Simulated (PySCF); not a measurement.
SMILES CC(C)(C)C[SiH2]Br, singlet at its GFN2-xTB optimised geometry (Å):

```
20

C     -0.6442    -2.0302    -1.2659
C     -0.1443    -1.3244     0.0000
C     -0.6563    -2.0833     1.2251
C      1.3847    -1.3244     0.0000
C     -0.6820     0.1126     0.0000
Si    -0.0778     1.2529     1.3843
Br    -1.2782     3.1218     1.1846
H     -0.2727    -1.5297    -2.1580
H     -1.7317    -2.0305    -1.3017
H     -0.3025    -3.0628    -1.2881
H     -1.7438    -2.0664     1.2611
H     -0.3342    -3.1218     1.1876
H     -0.2747    -1.6469     2.1455
H      1.7700    -0.7216    -0.8202
H      1.7629    -2.3379    -0.1168
H      1.7758    -0.9258     0.9343
H     -1.7758     0.0742     0.0266
H     -0.4239     0.5797    -0.9565
H      1.3022     1.6967     1.2339
H     -0.3570     0.7952     2.7391
```

Method: PBE0/def2-SVP run with PySCF. Cells within 0.4 Å of a nucleus heavier than hydrogen are left out (blank, or x).

Map of the electron localisation function on the plane z = 0.0 Å:

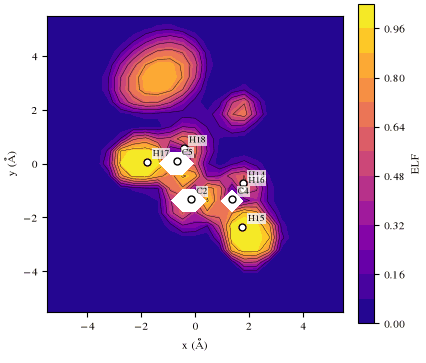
Figure. Electron localisation function on the plane z = 0.0 Å.
